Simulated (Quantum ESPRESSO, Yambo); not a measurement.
# BN (Qingsongite): G0W0 on several meshes in Yambo, part 2 of 2

How does the mesh move the gap of BN (Qingsongite)?

Quantum ESPRESSO 7.5 and Yambo 5.3.0; PBE and many-body steps on it, plane waves. Known limits of the many-body steps: not at the basis limit; coarse k mesh.

So far. Step 4 (10×10×10): The gap on the mesh goes from 4.53 eV to 5.99 eV, a correction of +1.46 eV. Step 5 (Empty states on the mesh, 6×6×6 mesh, 60 bands): On this mesh the gap is 4.535 eV.

### Step 7. 6×6×6

This step: G0W0 on PBE, plane waves, norm-conserving pseudopotentials.

gw11.in

```
HF_and_locXC
gw0
dyson
ppa
em1d
rim_cut
RandQpts= 1000000
RandGvec= 1 RL
EXXRLvcs= 72 Ry
VXCRLvcs= 288 Ry
Chimod= "HARTREE"
% BndsRnXp
 1 | 60 |
%
NGsBlkXp= 17 Ry
% LongDrXp
 1 | 1 | 1 |
%
% GbndRnge
 1 | 60 |
%
DysSolver= "n"
ExtendOut
PPAPntXp= 27.21138 eV
% QPkrange
 1 | 1 | 3 | 6 |
 13 | 13 | 3 | 6 |
%
```

Started as:

```console
$ OMP_NUM_THREADS=1 mpirun -n 8 yambo -F gw11.in -J gw11 -C gw11 > gw11.log
```

What it wrote:

```text
 Yambo, version 5.3.0

 [02] CORE Variables Setup
 =========================

  [... cell, symmetries and grids as in the set-up ...]

  [02.05] Energies & Occupations
  ==============================

  [X] === General ===
  [X] Electronic Temperature                        :  0.000000  0.000000 [eV K]
  [X] Bosonic    Temperature                        :  0.000000  0.000000 [eV K]
  [X] Finite Temperature mode                       : no
  [X] El. density                                   :  0.67737E+24 [cm-3]
  [X] Fermi Level                                   :  11.15554 [eV]

  [X] === Gaps and Widths ===
  [X] Conduction Band Min                           :  4.534824 [eV]
  [X] Valence Band Max                              :  0.000000 [eV]
  [X] Filled Bands                                  :   4
  [X] Empty Bands                                   :    5   60
  [X] Direct Gap                                    :  8.878136 [eV]
  [X] Direct Gap localized at k                     :  1
  [X] Indirect Gap                                  :  4.534824 [eV]
  [X] Indirect Gap between kpts                     :   1  13
  [X] Last valence band width                       :  6.145336 [eV]
  [X] 1st conduction band width                     :  5.828507 [eV]

 [03] Transferred momenta grid and indexing
 ==========================================

 IBZ Q-points                                      :  16
 BZ  Q-points                                      :  216

 K/Q-points units:
 rlu = crystal or reduced units; cc = cartesian coordinates; iku = interal k-units

 Q [ 1]         [rlu]:  0.000000  0.000000  0.000000
 Q [ 2]         [rlu]:  0.14683E-18  0.14683E-18  0.16667
 Q [ 3]         [rlu]: -0.21279E-17 -0.21279E-17  0.33333
[...]
NLCC RL compoments                               :   6615
  PP Number of Atomic Species                      :  2
  NLCC RL compoments                               :   6615

 [xc] E_xc :  -3.729117 [Ha]
      E_xc :  -7.458233 [Ry]

  Local XC kind (lXC) : Perdew, Burke & Ernzerhof(X)+Perdew, Burke & Ernzerhof(C)
  Non-Local XC kind (nlXC) : Hartree-Fock

  Corrections @ K [1] :  [eV]
 <3|nlXC|3> = -21.98565 -0.83225E-17 <3|lXC|3> = -18.52042  0.18882E-15
 <4|nlXC|4> = -21.98565 -0.12135E-16 <4|lXC|4> = -18.52042 -0.18882E-15
 <5|nlXC|5> = -7.169091  0.91754E-18 <5|lXC|5> = -13.77758 -0.18882E-15
[...]
Corrections @ K [13] :  [eV]
[...]
<5|nlXC|5> = -7.409267  0.12818E-17 <5|lXC|5> = -12.56849  0.47204E-16
 <6|nlXC|6> = -6.795333  0.81470E-18 <6|lXC|6> = -12.69502  0.94408E-16

 [08] Dyson equation: Newton solver
 ==================================

  [08.01] G0W0 (W PPA)
  ====================

  [  GW  ] Bands range     :    1   60
  [GW/PPA] G damping       :  0.100000 [eV]

  QP @ state[ 1 ] K range:  1  1
  QP @ state[ 1 ] b range:   3   6
  QP @ state[ 2 ] K range:  13  13
  QP @ state[ 2 ] b range:   3   6

   Sc/G bands                                       :    1   60
   Sc/G damping                                     :  0.100000 ev
   Sc bands terminator                              : no
   Sx RL components                                 :   893

   QP @ state[ 1 ] K range                          :  1  1
   QP @ state[ 1 ] b range                          :   3   6
   QP @ state[ 2 ] K range                          :  13  13
   QP @ state[ 2 ] b range                          :   3   6
   GF energies kind                                 : Perdew, Burke & Ernzerhof(X)+Perdew, Burke & Ernzerhof(C)
   GF WF`s kind                                     : Perdew, Burke & Ernzerhof(X)+Perdew, Burke & Ernzerhof(C)
   Xs energies kind                                 : Perdew, Burke & Ernzerhof(X)+Perdew, Burke & Ernzerhof(C)
   Xs WF`s kind                                     : Perdew, Burke & Ernzerhof(X)+Perdew, Burke & Ernzerhof(C)

 [11] Game Over & Game summary
```

Elapsed: 20 s, on 8 MPI ranks of Arm Neoverse V1, shared host; peak memory 2.1 GiB; 2.5 min of CPU time.

Numbers from this step:

```yaml
g0w0_gap_on_the_points_computed: 5.986 eV
starting_gap_on_the_mesh: 4.535 eV
k_of_the_valence_top: 0, 0, 0
k_of_the_conduction_bottom: 0, -0.5, -0.5
least_direct_g0w0_gap_on_the_computed_points: 10.92 eV
z_at_the_valence_top: 0.8271
z_at_the_conduction_bottom: 0.8541
```

Against G0W0 in Yambo (10×10×10 mesh, 60 bands, screening to 231.3 eV, Godby-Needs plasmon pole), the gap moves by −0.007 eV.

### Step 8. Empty states on the mesh, 12×12×12 mesh, 60 bands

This step: Quantum ESPRESSO 7.5; DFT, PBE, plane waves, norm-conserving pseudopotentials.

pw.in

```
&control
  calculation = 'nscf'
  prefix = 'x'
  outdir = 'o'
  pseudo_dir = 'pseudo'
/
&system
  ibrav = 0
  nat = 2
  ntyp = 2
  ecutwfc = 72.0
  nbnd = 60
  force_symmorphic = .true.
/
&electrons
  conv_thr = 1e-9
  electron_maxstep = 80
  diago_full_acc = .true.
  diago_thr_init = 5e-6
/
ATOMIC_SPECIES
  B 10.81 B.upf
  N 14.007 N.upf
CELL_PARAMETERS angstrom
  -0.0000000000 1.8075000000 1.8075000000
  1.8075000000 0.0000000000 1.8075000000
  1.8075000000 1.8075000000 -0.0000000000
ATOMIC_POSITIONS crystal
  B 0.0000000000 0.0000000000 0.0000000000
  N 0.2500000000 0.2500000000 0.2500000000
K_POINTS automatic
  12 12 12 0 0 0
```

Started as:

```console
$ OMP_NUM_THREADS=1 mpirun -n 8 pw.x -nk 4 -in pw.in > pw.out
```

What it wrote:

```text
[banner, memory and clock lines left out]
Program PWSCF v.7.5 starts

     Atomic positions and unit cell read from directory:
     o/x.save/

     Message from routine setup:
     using ibrav=0 with symmetry is DISCOURAGED, use correct ibrav instead

     bravais-lattice index     =            0
     lattice parameter (alat)  =       4.8305  a.u.
     unit-cell volume          =      79.7006 (a.u.)^3
     number of atoms/cell      =            2
     number of atomic types    =            2
     number of electrons       =         8.00
[...]
131.5699 135.5200 147.8067 166.1365

          k = 0.0589 0.0589-0.0589 (   851 PWs)   bands (ev):

[...]
135.9397 141.8131 147.3373 162.8508

          k = 0.1179 0.1179-0.1179 (   830 PWs)   bands (ev):

[...]
118.0021 118.0021 119.9135 123.8374 123.8374 125.9422 125.9422 127.8173
   130.6049 130.6049 130.7818 133.5552 138.2557 138.2557 139.0037 140.6989
   140.6989 144.3738 153.5813 157.2481

          k = 0.1768 0.1768-0.1768 (   821 PWs)   bands (ev):

     [... further k-points ...]

     highest occupied, lowest unoccupied level (ev):    11.1555   15.6904

     XML data file, pseudopotentials, collected wavefunctions
```

Run time: 4.9 s. Hardware: 8 MPI ranks; peak memory 0.33 GiB.

Numbers from this step:

- gap: 4.535 eV
- k of the valence top: 0, 0, 0
- k of the conduction bottom: 0, -0.5, -0.5
- least direct gap: 8.878 eV
- k points computed: 72
- lowest point of the top converged band, above the valence top: 140.2523 eV

On this mesh the gap is 4.535 eV.

### Step 9. Conversion and set-up

This step: Yambo 5.3.0; conversion and set-up on PBE, plane waves, norm-conserving pseudopotentials.

Started as:

```console
$ (cd o/x.save; p2y > p2y.log; mv SAVE ../..); yambo > setup.log
```

What it wrote:

```text
 Yambo, version 5.3.0

 [02] CORE Variables Setup
 =========================

  [02.01] Unit cells
  ==================

  Cell kind             :  FCC
  Atoms in the cell     :  B  N
  number of B  atoms    :  1
  number of N  atoms    :  1

  List of atomic masses
  Mass of B     :  10.81000
  Mass of N     :  14.00700

  List of atomic coordinates    : [cc]
  B1       :  0.000000  0.000000  0.000000  order 1
  N1       :  1.707840  1.707840  1.707840  order 2

  Alat factors          :  3.415680  3.415680  3.415680 [a.u.]
  Direct lattice volume :  79.70059 [a.u.]
[...]
Q [ 2]         [rlu]: -0.53197E-18 -0.53197E-18  0.83333E-01
 Q [ 3]         [rlu]:  0.14683E-18  0.14683E-18  0.16667
[...]
Q [ 8]         [rlu]: -0.84773E-17  0.83333E-01  0.83333E-01
 Q [ 9]         [rlu]: -0.17427E-17  0.83333E-01  0.16667
 Q [10]         [rlu]: -0.10639E-17  0.83333E-01  0.25000
     [... 38 further rows ...]
 Q [49]         [rlu]:  0.083333  0.250000  0.333333
 Q [50]         [rlu]:  0.083333  0.250000  0.416667

 Remaining 22 points informations can be written running with -fatlog

  [03.01] X indexes
  =================

   [03.01.01] Sigma indexes
   ========================

 [06] Game Over & Game summary
```

Elapsed: 2.6 s, on 1 MPI rank; peak memory 0.24 GiB.

### Step 10. 12×12×12

This step: G0W0 on PBE, plane waves, norm-conserving pseudopotentials.

gw12.in, as its differences from gw11.in of step 7:

```diff
@@ -26,3 +26,3 @@
  1 | 1 | 3 | 6 |
- 13 | 13 | 3 | 6 |
+ 43 | 43 | 3 | 6 |
 %
```

Started as:

```console
$ OMP_NUM_THREADS=1 mpirun -n 8 yambo -F gw12.in -J gw12 -C gw12 > gw12.log
```

What it wrote:

```text
 Yambo, version 5.3.0

 [02] CORE Variables Setup
 =========================

  [... cell, symmetries and grids as in the set-up ...]

  [02.05] Energies & Occupations
  ==============================

  [X] === General ===
  [X] Electronic Temperature                        :  0.000000  0.000000 [eV K]
  [X] Bosonic    Temperature                        :  0.000000  0.000000 [eV K]
  [X] Finite Temperature mode                       : no
  [X] El. density                                   :  0.67737E+24 [cm-3]
[...]
QP @ state[ 1 ] b range                          :   3   6
   QP @ state[ 2 ] K range                          :   43   43
   QP @ state[ 2 ] b range                          :   3   6
   GF energies kind                                 : Perdew, Burke & Ernzerhof(X)+Perdew, Burke & Ernzerhof(C)
   GF WF`s kind                                     : Perdew, Burke & Ernzerhof(X)+Perdew, Burke & Ernzerhof(C)
   Xs energies kind                                 : Perdew, Burke & Ernzerhof(X)+Perdew, Burke & Ernzerhof(C)
   Xs WF`s kind                                     : Perdew, Burke & Ernzerhof(X)+Perdew, Burke & Ernzerhof(C)

 [11] Game Over & Game summary
```

Elapsed: 7.2 min, on 8 MPI ranks; peak memory 2.9 GiB; 57 min of CPU time.

Numbers from this step:

* G0W0 gap on the points computed: 6.002 eV
* starting gap on the mesh: 4.535 eV
* k of the valence top: 0, 0, 0
* k of the conduction bottom: 0, -0.5, -0.5
* least direct G0W0 gap on the computed points: 10.93 eV

Against G0W0 in Yambo (10×10×10 mesh, 60 bands, screening to 231.3 eV, Godby-Needs plasmon pole), the gap moves by +0.009 eV.

### Step 11. The runs together

Times are wall times on 8 MPI ranks of Arm Neoverse V1, shared host, good to a factor of about two.

```csv
run,mesh,bands,screening cutoff (eV),DFT gap (eV),gap on the mesh (eV),direct (eV),time
10×10×10,10×10×10,60,231.3,4.535,5.993,10.922,2.9 min
6×6×6,6×6×6,60,231.3,4.535,5.986,10.916,20 s
12×12×12,12×12×12,60,231.3,4.535,6.002,10.931,7.2 min
```

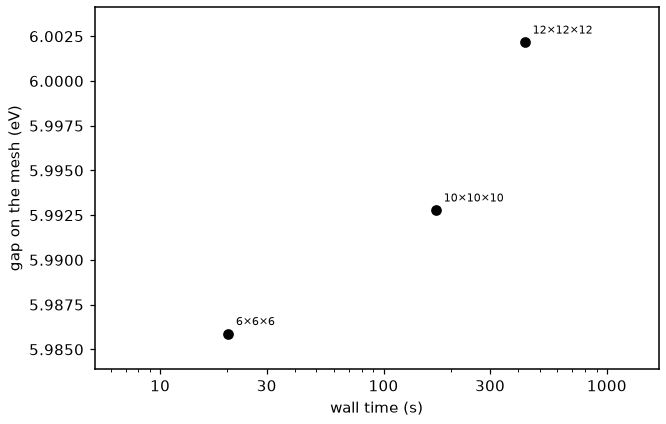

Result against wall time.

### Step 12. Results

```
10×10×10     : 5.993 eV
6×6×6        : 5.986 eV
12×12×12     : 6.002 eV
known limits : not at the basis limit; coarse k mesh
```

**Reading.** 6×6×6: −0.007 eV against 10×10×10. 12×12×12: +0.009 eV against 10×10×10. Bands and cutoff are finite, so the gap is not at the basis limit. The miss can reach some tenths of an eV and take either sign; the mesh is an error of its own. In the G0W0 runs levels were corrected at 2 k points alone, so a gap called «on the mesh» is the least over those, and an edge elsewhere would be missed.

[Paths, hosts, dates, memory and timing lines, banners, echoed tables and standing remarks are left out of the program output.]

[Logs are printed without paths, hosts, clocks, repeated set-up lines and the standing remarks that a program may print on its own settings, such as how far it seeks lower states.]

[Runs of the session that timed out or met a known fault of the program may be left out.]

[Hosts, paths, dates, database ids (printed as entryN), source tags and the programs' standing remarks are cut or masked in the printed files.]
